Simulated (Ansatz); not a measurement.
**Hypothetical diamond Cu, pressure series**

Base system: Cu in the diamond structure (space group Fd-3m, No. 227; a = 5.351 Å; a hypothetical phase, not in the database extracts checked).

Cell and atoms are relaxed at each pressure.

The values are results of PBE (Ansatz, an electronic-structure program, PAW, scalar-relativistic without spin-orbit coupling), not measurements.

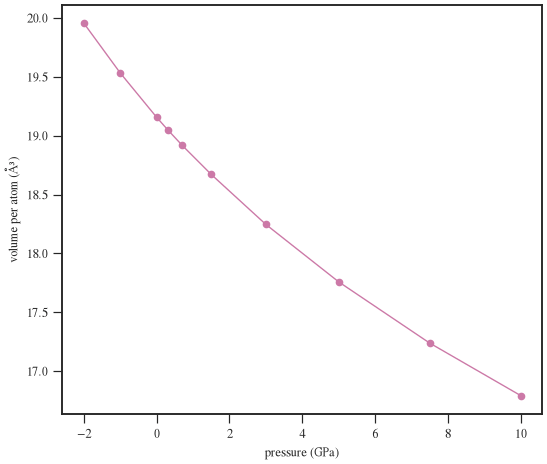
*Volume per atom against pressure*

Question: From the plot, what is the volume per atom for pressure 5 GPa?

Answer: About 17.8 Å³.

Question: Is the trend monotonic over the range shown?

Answer: Yes, it falls throughout, spanning 16.79 Å³ to 19.96 Å³.

Load acts through the strain it causes; cell and atoms are relaxed under it. Stability against distortions was not tested. No other phases were tried under pressure. All final runs are without spin polarisation.
